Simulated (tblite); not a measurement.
# C6H12O2Si2: the cost of one run

The runs use tblite 0.8.0 and PySCF 2.14.0, with density-fitted response routines of our own; the level of theory stands in each step. All values are computed, except where a source is named. Atoms are numbered from 0 throughout.

### 1 Starting geometry

22 atoms, charge 0, multiplicity 1; geometry from: force field or distance geometry start.

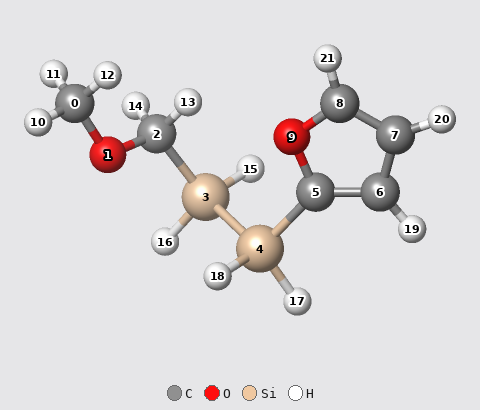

The starting geometry (carbon grey, oxygen red, silicon light orange, hydrogen white), atoms numbered.

### 2 Geometry optimisation with GFN2-xTB

The job: settings as JSON, then the geometry in Å.

```
{"job": {"kind": "relax", "xc": "GFN2-xTB", "basis": "xTB"}, "charge": 0, "multiplicity": 1}
C      3.494000     0.780900    -0.467000
O      2.675700    -0.355600    -0.215900
C      1.823000    -0.161000     0.923300
Si     0.648600    -1.561200     1.306300
Si    -0.833900    -1.796000    -0.425400
C     -1.868400    -0.244800    -0.543300
C     -3.231500     0.006600    -0.530600
C     -3.406200     1.406500    -0.641300
C     -2.148400     1.936900    -0.726300
O     -1.219000     0.963300    -0.659700
H      4.125100     0.562700    -1.324500
H      4.114100     1.008100     0.399000
H      2.852000     1.646700    -0.701800
H      1.228500     0.750900     0.750500
H      2.438200     0.024400     1.804100
H     -0.084900    -1.278500     2.595500
H      1.408000    -2.831200     1.545600
H     -1.747200    -2.950200    -0.174200
H     -0.152100    -2.048300    -1.725700
H     -4.002700    -0.745200    -0.437000
H     -4.347700     1.954500    -0.667500
H     -1.775600     2.949900    -0.828800
```

On the command line:

```
$ OMP_NUM_THREADS=1 python probes_run.py task.json out
```

This one command runs all jobs of the session in turn.

**Question.** How long does this first job take on 1 thread of Arm Neoverse N1, shared host, and how much memory does it need?

About 2 s, with a peak of 0.18 GiB.
